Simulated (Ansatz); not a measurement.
# Molybdenum, omega (AlB2-type) under BLYP: ground state and equation of state, part 2 of 2

The plan for molybdenum in the omega (AlB2-type) structure: relax it, solve it on a dense k-mesh, then scale the cell to 7 volumes from 88 to 112 % of the relaxed one and try a fit of the equation of state. Spin polarisation is left out. The k-meshes are 8×8×11 for the relaxation; 10×10×16 for the dense run; 9×9×14 for the volumes.

Ansatz 0.2.0; DFT, BLYP, plane waves (420 eV) with PAW, scalar-relativistic.

**4. The cell scaled to 88 % of its volume**

input.yaml reads:

```yaml
crystal:
  lattice:
    - [4.540816341, 0.0, 0.0]
    - [-2.2704081705, 3.9324623053, 0.0]
    - [0.0, 0.0, 2.4834118626]
  atoms:
    - { symbol: Mo, position: [0.0, 1.0, 1.0] }
    - { symbol: Mo, position: [0.3333333333, 0.6666666667, 0.5] }
    - { symbol: Mo, position: [0.6666666667, 0.3333333333, 0.5] }
hamiltonian:
  xc: blyp
  pseudopotentials:
    kind: paw
    azcp:
      Mo: "pseudopotentials/Mo.paw.azcp"
basis:
  ecutwfc: 420
  fft_grid_basis: typed
kpoints:
  mp_grid: { grid: [9, 9, 14], shift: [0, 0, 0] }
magnetization:
  spin_polarized: false
scf:
  occupations: { method: fermi_dirac, width: 0.1 }
  lower_state_search: "off"
output:
  stress: true
```

The log of the run, shortened:

```text
Warning: RAYON_NUM_THREADS=2 ignored (pool sized by the plan → 2); use --threads N
[...]
Pseudopotentials: kind: paw
Pseudopotential: Mo, paw, valence charge 14, recommended cutoff 420 eV (normal), <dir>
Functional definition: BLYP
[...]
Crystal: 3 atoms, lattice volume = 44.345 Å³
Basis set: ecut = 420 eV, 879 PW (Γ), exchange–correlation on 64×64×36 points (8 copies of the dense FFT grid, shifted against one another)
Bands: 26, of which v1, the nominal top of the filled ones, is band 21 counted from 1 (20 counted from 0)
Symmetry: 24 space group operations
Space group: P6/mmm (ITA 191), of the structure as read, at distance tolerance 3.5e-5 Å
k-points: 96 of 1134
[...]
SCF iter   1: F=—  HF=-14905.664602 eV  |F-HF|=—  |Δ(HF+E_count)|=         —  Δρ=2.01e-2  dr2=3.01e-1  ethr=1.77e-3  ⟨swp⟩=5.0  Hψ=10087  notcnv=0
[...]
SCF iter   7: F=-14905.613439 eV  HF=-14905.613439 eV  |F-HF|=4.00e-11  |Δ(HF+E_count)|=   4.67e-8  Δρ=4.19e-6  dr2=5.21e-9  ethr=2.38e-10  ⟨swp⟩=4.0  Hψ=7912  notcnv=0
[...]
SCF converged after 7 iterations
Free energy (F): -14905.613439 eV
[...]
E sigma→0 (E₀):  -14905.555717 eV
Entropy (-TS):   -0.115446 eV (-38.482 meV/atom)
Fermi energy:    22.862871 eV
[...]
--- Stress (GPa, compression-positive) ---
       34.535764      -0.000000       0.000000
       -0.000000      34.535764       0.000000
        0.000000       0.000000      37.905414
  P = ⅓ Tr σ = 35.6590 GPa (356.590 kbar)
```

Wall time 2.7 s (2 threads of an Arm CPU, shared host); peak memory 0.36 GiB.

**5. The cell scaled to 92 % of its volume**

input.yaml: that of step 4 with these lines changed.

```diff
@@ -2,5 +2,5 @@
   lattice:
-    - [4.540816341, 0.0, 0.0]
-    - [-2.2704081705, 3.9324623053, 0.0]
-    - [0.0, 0.0, 2.4834118626]
+    - [4.6085997126, 0.0, 0.0]
+    - [-2.3042998563, 3.991164427, 0.0]
+    - [0.0, 0.0, 2.5204831767]
   atoms:
@@ -27 +27,5 @@
   stress: true
+  write_density: true
+  write_potential: true
+  elf: true
+  volumetric_format: npy
```

The log of the run, shortened:

```text
Warning: RAYON_NUM_THREADS=2 ignored (pool sized by the plan → 2); use --threads N
[...]
[... 3 set-up lines as earlier in the session ...]
[...]
Crystal: 3 atoms, lattice volume = 46.361 Å³
Basis set: ecut = 420 eV, 915 PW (Γ), exchange–correlation on 64×64×36 points (8 copies of the dense FFT grid, shifted against one another)
Bands: 26, of which v1, the nominal top of the filled ones, is band 21 counted from 1 (20 counted from 0)
[... 2 set-up lines as earlier in the session ...]
k-points: 96 of 1134
[...]
SCF iter   1: F=—  HF=-14906.019613 eV  |F-HF|=—  |Δ(HF+E_count)|=         —  Δρ=1.97e-2  dr2=3.09e-1  ethr=1.77e-3  ⟨swp⟩=5.0  Hψ=9915  notcnv=0
[...]
SCF iter   7: F=-14905.967674 eV  HF=-14905.967674 eV  |F-HF|=8.15e-10  |Δ(HF+E_count)|=   4.82e-8  Δρ=4.53e-6  dr2=6.14e-9  ethr=2.38e-10  ⟨swp⟩=7.2  Hψ=14275  notcnv=0
the search or the solves at the SCF's close seem to have found levels that the self-consistency loop had missed (the run counts 1). By its estimate they hold under 1e-12 electrons; where the run keeps them, the occupations were computed again with them
[...]
SCF converged after 7 iterations
Free energy (F): -14905.967674 eV
[...]
E sigma→0 (E₀):  -14905.907282 eV
Entropy (-TS):   -0.120784 eV (-40.261 meV/atom)
Fermi energy:    21.736819 eV
[...]
--- Stress (GPa, compression-positive) ---
       20.678376      -0.000000      -0.000000
       -0.000000      20.678376       0.000000
       -0.000000       0.000000      22.148783
  P = ⅓ Tr σ = 21.1685 GPa (211.685 kbar)
--- Band table (eV; the first three rows and the last of 96) ---
  k-point 0: bands = ["-39.3682", "-39.1432", "-38.9724", "-13.5787", "-13.5787", "-13.5280", "-13.5280", "-12.6006", "-12.6006", "-12.5399", "-12.2948", "-12.2004", "14.8725", "16.8888", "18.7797", "19.1373", "19.5611", "19.5611", "19.6328", "19.6328", "21.1011", "21.1011", "23.5273", [...]
[...]
```

Wall time 3.9 s (2 threads of an Arm CPU, shared host); peak memory 0.37 GiB.

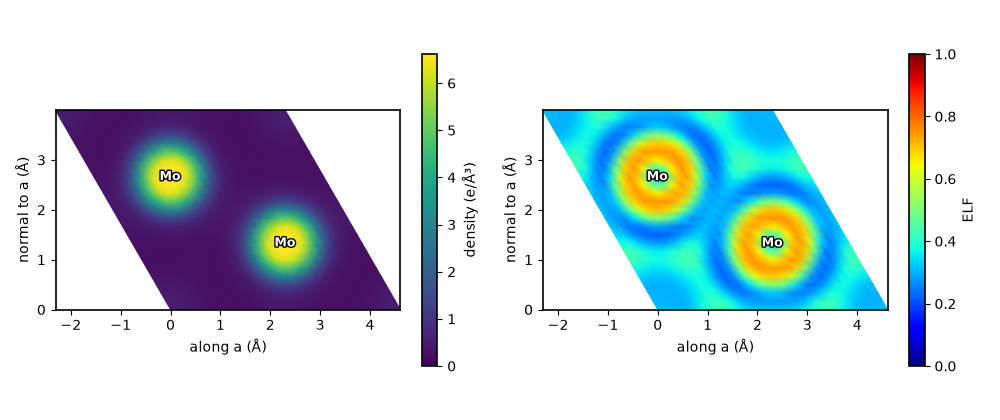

Density (left) and ELF (right) in a lattice plane of the grid's cell (edges 4.61 and 4.61 Å, at 0.500 of the third edge), which holds Mo. Only atoms in the plane are labelled. Both are smooth fields of the valence electrons: close to the nuclei they are not physical.

**6. The cell scaled to 96 % of its volume**

input.yaml: that of step 5 with these lines changed.

```diff
@@ -2,5 +2,5 @@
   lattice:
-    - [4.6085997126, 0.0, 0.0]
-    - [-2.3042998563, 3.991164427, 0.0]
-    - [0.0, 0.0, 2.5204831767]
+    - [4.6744457475, 0.0, 0.0]
+    - [-2.3372228737, 4.0481887659, 0.0]
+    - [0.0, 0.0, 2.5564949446]
   atoms:
@@ -27,5 +27 @@
   stress: true
-  write_density: true
-  write_potential: true
-  elf: true
-  volumetric_format: npy
```

The log of the run, shortened:

```text
Warning: RAYON_NUM_THREADS=2 ignored (pool sized by the plan → 2); use --threads N
[...]
[... 3 set-up lines as earlier in the session ...]
[...]
Crystal: 3 atoms, lattice volume = 48.377 Å³
Basis set: ecut = 420 eV, 939 PW (Γ), exchange–correlation on 64×64×36 points (8 copies of the dense FFT grid, shifted against one another)
Bands: 26, of which v1, the nominal top of the filled ones, is band 21 counted from 1 (20 counted from 0)
[... 2 set-up lines as earlier in the session ...]
k-points: 96 of 1134
[...]
SCF iter   1: F=—  HF=-14906.209623 eV  |F-HF|=—  |Δ(HF+E_count)|=         —  Δρ=1.91e-2  dr2=3.08e-1  ethr=1.77e-3  ⟨swp⟩=5.0  Hψ=9971  notcnv=0
[...]
SCF iter   7: F=-14906.157702 eV  HF=-14906.157702 eV  |F-HF|=2.27e-9  |Δ(HF+E_count)|=   6.08e-8  Δρ=4.69e-6  dr2=6.35e-9  ethr=2.38e-10  ⟨swp⟩=4.0  Hψ=8736  notcnv=0
[...]
SCF converged after 7 iterations
Free energy (F): -14906.157702 eV
[...]
E sigma→0 (E₀):  -14906.094539 eV
Entropy (-TS):   -0.126327 eV (-42.109 meV/atom)
Fermi energy:    20.699331 eV
[...]
--- Stress (GPa, compression-positive) ---
        9.466826       0.000000       0.000000
        0.000000       9.466826       0.000000
        0.000000       0.000000       9.427487
  P = ⅓ Tr σ = 9.4537 GPa (94.537 kbar)
```

Wall time 2.8 s (2 threads of an Arm CPU, shared host); peak memory 0.36 GiB.

**7. The cell scaled to 100 % of its volume**

input.yaml: that of step 6 with these lines changed.

```diff
@@ -2,5 +2,5 @@
   lattice:
-    - [4.6744457475, 0.0, 0.0]
-    - [-2.3372228737, 4.0481887659, 0.0]
-    - [0.0, 0.0, 2.5564949446]
+    - [4.7384872089, 0.0, 0.0]
+    - [-2.3692436045, 4.1036502984, 0.0]
+    - [0.0, 0.0, 2.5915197756]
   atoms:
@@ -27 +27,5 @@
   stress: true
+  write_density: true
+  write_potential: true
+  elf: true
+  volumetric_format: npy
```

The log of the run, shortened:

```text
Warning: RAYON_NUM_THREADS=2 ignored (pool sized by the plan → 2); use --threads N
[...]
[... 3 set-up lines as earlier in the session ...]
[...]
Crystal: 3 atoms, lattice volume = 50.392 Å³
Basis set: ecut = 420 eV, 951 PW (Γ), exchange–correlation on 64×64×36 points (8 copies of the dense FFT grid, shifted against one another)
Bands: 26, of which v1, the nominal top of the filled ones, is band 21 counted from 1 (20 counted from 0)
[... 2 set-up lines as earlier in the session ...]
k-points: 96 of 1134
[...]
SCF iter   1: F=—  HF=-14906.265425 eV  |F-HF|=—  |Δ(HF+E_count)|=         —  Δρ=1.84e-2  dr2=2.98e-1  ethr=1.77e-3  ⟨swp⟩=5.0  Hψ=9754  notcnv=0
[...]
SCF iter   7: F=-14906.214919 eV  HF=-14906.214919 eV  |F-HF|=2.62e-9  |Δ(HF+E_count)|=   1.11e-7  Δρ=4.51e-6  dr2=6.11e-9  ethr=2.38e-10  ⟨swp⟩=7.2  Hψ=14245  notcnv=0
the search or the solves at the SCF's close seem to have found levels that the self-consistency loop had missed (the run counts 1). By its estimate they hold under 1e-12 electrons; where the run keeps them, the occupations were computed again with them
[...]
SCF converged after 7 iterations
Free energy (F): -14906.214919 eV
[...]
E sigma→0 (E₀):  -14906.148980 eV
Entropy (-TS):   -0.131877 eV (-43.959 meV/atom)
Fermi energy:    19.740624 eV
[...]
--- Stress (GPa, compression-positive) ---
        0.396058       0.000000       0.000000
        0.000000       0.396058       0.000000
        0.000000       0.000000      -0.861935
  P = ⅓ Tr σ = -0.0233 GPa (-0.233 kbar)
--- Band table (eV; the first three rows and the last of 96) ---
  k-point 0: bands = ["-41.3558", "-41.1598", "-41.0221", "-15.4747", "-15.4747", "-15.4711", "-15.4711", "-14.7306", "-14.7306", "-14.6978", "-14.4894", "-14.4096", "13.1439", "15.3463", "16.9887", "17.3967", "17.7297", "17.7297", "17.8048", "17.8048", "19.2113", "19.2113", "21.3809", [...]
[...]
```

Run time: 4.4 s. Hardware: 2 threads of an Arm CPU, shared host; peak memory 0.37 GiB.

**8. The cell scaled to 104 % of its volume**

input.yaml: that of step 7 with these lines changed.

```diff
@@ -2,5 +2,5 @@
   lattice:
-    - [4.7384872089, 0.0, 0.0]
-    - [-2.3692436045, 4.1036502984, 0.0]
-    - [0.0, 0.0, 2.5915197756]
+    - [4.8008428756, 0.0, 0.0]
+    - [-2.4004214378, 4.1576518898, 0.0]
+    - [0.0, 0.0, 2.6256226309]
   atoms:
```

The log of the run, shortened:

```text
Warning: RAYON_NUM_THREADS=2 ignored (pool sized by the plan → 2); use --threads N
[...]
[... 3 set-up lines as earlier in the session ...]
[...]
Crystal: 3 atoms, lattice volume = 52.408 Å³
Basis set: ecut = 420 eV, 1017 PW (Γ), exchange–correlation on 72×72×36 points (8 copies of the dense FFT grid, shifted against one another)
Bands: 26, of which v1, the nominal top of the filled ones, is band 21 counted from 1 (20 counted from 0)
[... 2 set-up lines as earlier in the session ...]
k-points: 96 of 1134
[...]
SCF iter   1: F=—  HF=-14906.212807 eV  |F-HF|=—  |Δ(HF+E_count)|=         —  Δρ=1.76e-2  dr2=2.79e-1  ethr=1.77e-3  ⟨swp⟩=5.0  Hψ=9502  notcnv=0
[...]
SCF iter   6: F=-14906.164710 eV  HF=-14906.164710 eV  |F-HF|=1.79e-8  |Δ(HF+E_count)|=   1.46e-6  Δρ=1.33e-5  dr2=9.35e-8  ethr=2.38e-10  ⟨swp⟩=6.0  Hψ=15207  notcnv=0
[...]
SCF converged after 6 iterations
Free energy (F): -14906.164710 eV
[...]
E sigma→0 (E₀):  -14906.096010 eV
Entropy (-TS):   -0.137400 eV (-45.800 meV/atom)
Fermi energy:    18.852414 eV
[...]
--- Stress (GPa, compression-positive) ---
       -6.937280       0.000000       0.000000
        0.000000      -6.937280       0.000000
        0.000000       0.000000      -9.183557
  P = ⅓ Tr σ = -7.6860 GPa (-76.860 kbar)
--- Band table (eV; the first three rows and the last of 96) ---
  k-point 0: bands = ["-42.2503", "-42.0615", "-41.9393", "-16.3459", "-16.3459", "-16.3308", "-16.3308", "-15.6782", "-15.6782", "-15.6568", "-15.4629", "-15.3900", "12.3915", "14.6578", "16.1935", "16.6205", "16.9203", "16.9203", "16.9976", "16.9976", "18.3655", "18.3655", "20.4227", [...]
[...]
```

Wall time 4 s (2 threads of an Arm CPU, shared host); peak memory 0.38 GiB.

**9. The cell scaled to 108 % of its volume**

input.yaml: that of step 8 with these lines changed.

```diff
@@ -2,5 +2,5 @@
   lattice:
-    - [4.8008428756, 0.0, 0.0]
-    - [-2.4004214378, 4.1576518898, 0.0]
-    - [0.0, 0.0, 2.6256226309]
+    - [4.8616194905, 0.0, 0.0]
+    - [-2.4308097453, 4.2102859823, 0.0]
+    - [0.0, 0.0, 2.658861889]
   atoms:
@@ -27,5 +27 @@
   stress: true
-  write_density: true
-  write_potential: true
-  elf: true
-  volumetric_format: npy
```

The log of the run, shortened:

```text
Warning: RAYON_NUM_THREADS=2 ignored (pool sized by the plan → 2); use --threads N
[...]
[... 3 set-up lines as earlier in the session ...]
[...]
Crystal: 3 atoms, lattice volume = 54.424 Å³
Basis set: ecut = 420 eV, 1071 PW (Γ), exchange–correlation on 72×72×36 points (8 copies of the dense FFT grid, shifted against one another)
Bands: 26, of which v1, the nominal top of the filled ones, is band 21 counted from 1 (20 counted from 0)
[... 1 set-up line as earlier in the session ...]
Space group: P6/mmm (ITA 191), of the structure as read, at distance tolerance 3.8e-5 Å
k-points: 96 of 1134
[...]
SCF iter   1: F=—  HF=-14906.072968 eV  |F-HF|=—  |Δ(HF+E_count)|=         —  Δρ=1.67e-2  dr2=2.54e-1  ethr=1.77e-3  ⟨swp⟩=5.0  Hψ=9281  notcnv=0
[...]
SCF iter   7: F=-14906.027719 eV  HF=-14906.027719 eV  |F-HF|=4.62e-10  |Δ(HF+E_count)|=   7.59e-8  Δρ=3.16e-6  dr2=5.57e-9  ethr=2.38e-10  ⟨swp⟩=4.0  Hψ=7892  notcnv=0
[...]
SCF converged after 7 iterations
Free energy (F): -14906.027719 eV
[...]
E sigma→0 (E₀):  -14905.956253 eV
Entropy (-TS):   -0.142933 eV (-47.644 meV/atom)
Fermi energy:    18.027459 eV
[...]
--- Stress (GPa, compression-positive) ---
      -12.850077       0.000000       0.000000
        0.000000     -12.850077       0.000000
        0.000000       0.000000     -15.904223
  P = ⅓ Tr σ = -13.8681 GPa (-138.681 kbar)
```

Run time: 3 s. Hardware: 2 threads of an Arm CPU, shared host; peak memory 0.38 GiB.

**10. The cell scaled to 112 % of its volume**

input.yaml: that of step 9 with these lines changed.

```diff
@@ -2,5 +2,5 @@
   lattice:
-    - [4.8616194905, 0.0, 0.0]
-    - [-2.4308097453, 4.2102859823, 0.0]
-    - [0.0, 0.0, 2.658861889]
+    - [4.9209133768, 0.0, 0.0]
+    - [-2.4604566884, 4.2616359941, 0.0]
+    - [0.0, 0.0, 2.6912902299]
   atoms:
@@ -27 +27,5 @@
   stress: true
+  write_density: true
+  write_potential: true
+  elf: true
+  volumetric_format: npy
```

The log of the run, shortened:

```text
Warning: RAYON_NUM_THREADS=2 ignored (pool sized by the plan → 2); use --threads N
[...]
[... 3 set-up lines as earlier in the session ...]
[...]
Crystal: 3 atoms, lattice volume = 56.439 Å³
Basis set: ecut = 420 eV, 1119 PW (Γ), exchange–correlation on 72×72×36 points (8 copies of the dense FFT grid, shifted against one another)
Bands: 26, of which v1, the nominal top of the filled ones, is band 21 counted from 1 (20 counted from 0)
[... 2 set-up lines as earlier in the session ...]
k-points: 96 of 1134
[...]
SCF iter   1: F=—  HF=-14905.863233 eV  |F-HF|=—  |Δ(HF+E_count)|=         —  Δρ=1.58e-2  dr2=2.26e-1  ethr=1.77e-3  ⟨swp⟩=5.1  Hψ=9112  notcnv=0
[...]
SCF iter   7: F=-14905.820827 eV  HF=-14905.820827 eV  |F-HF|=8.40e-10  |Δ(HF+E_count)|=   1.01e-7  Δρ=3.17e-6  dr2=5.15e-9  ethr=2.38e-10  ⟨swp⟩=7.4  Hψ=14510  notcnv=0
[...]
SCF converged after 7 iterations
Free energy (F): -14905.820827 eV
[...]
E sigma→0 (E₀):  -14905.746576 eV
Entropy (-TS):   -0.148504 eV (-49.501 meV/atom)
Fermi energy:    17.259286 eV
[...]
--- Stress (GPa, compression-positive) ---
      -17.597591       0.000000       0.000000
        0.000000     -17.597591       0.000000
        0.000000       0.000000     -21.317906
  P = ⅓ Tr σ = -18.8377 GPa (-188.377 kbar)
--- Band table (eV; the first three rows and the last of 96) ---
  k-point 0: bands = ["-43.8661", "-43.6858", "-43.5907", "-17.9287", "-17.9287", "-17.8841", "-17.8841", "-17.3769", "-17.3769", "-17.3738", "-17.2042", "-17.1438", "11.0663", "13.4192", "14.7691", "15.2249", "15.4759", "15.4759", "15.5580", "15.5580", "16.8408", "16.8408", "18.6994", [...]
[...]
```

Run time: 4.4 s. Hardware: 2 threads of an Arm CPU, shared host; peak memory 0.39 GiB.

**11. The equation of state**

All volumes keep the relaxed shape and fractional coordinates.

| V (Å³/atom) | E − E₀ (meV/atom) | P from the stress (GPa) | P from the fit (GPa) |
| --- | --- | --- | --- |
| 14.782 | 197.7 | 35.66 | 35.51 |
| 15.454 | 80.5 | 21.17 | 20.94 |
| 16.126 | 18.1 | 9.45 | 9.22 |
| 16.797 | 0.0 | -0.02 | -0.24 |
| 17.469 | 17.6 | -7.69 | -7.89 |
| 18.141 | 64.2 | -13.87 | -14.09 |
| 18.813 | 134.1 | -18.84 | -19.10 |

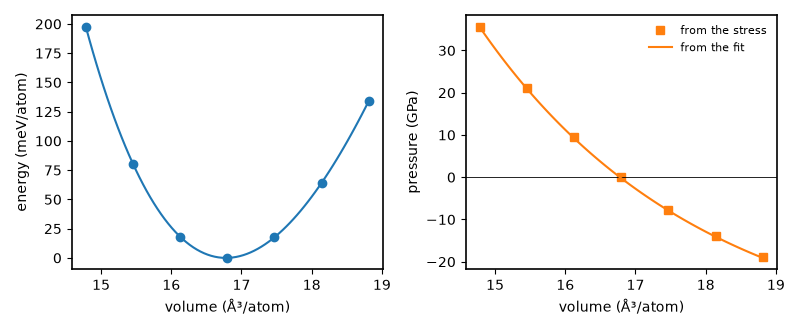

Energy and pressure against volume; the lines are the Birch-Murnaghan fit.

A third-order Birch-Murnaghan fit gives V₀ = 16.778 Å³/atom, B₀ = 213 GPa and B₀′ = 4.3; it misses no point by more than 0.05 meV/atom.

Fit and stress differ a little: one follows E(σ → 0), the other the smeared free energy.

**12. Summary of results**

This closing draws on all 2 parts.

| quantity | value |
| --- | --- |
| space group (spins left aside) | P6/mmm (No. 191) |
| conventional cell | a = 4.738 Å, c = 2.592 Å (c/a = 0.547) |
| volume | 16.797 Å³/atom |
| shortest distance | 2.592 Å |
| gap on the mesh | none (levels filled in part) |
| relative to bcc | +354 meV/atom |
| V₀, B₀, B₀′ | 16.778 Å³/atom, 213 GPa, 4.3 |

In words: From the guessed start the volume grew by 7.8 % in 11 steps. Against the reference form of molybdenum (bcc, computed apart with the same settings) it stands 354 meV/atom higher. Levels at the Fermi energy are filled in part, as in a metal. B₀ comes out at 213 GPa; letting shape and positions relax at each volume could only lower it. Relaxation kept the symmetry; phonons were not checked.
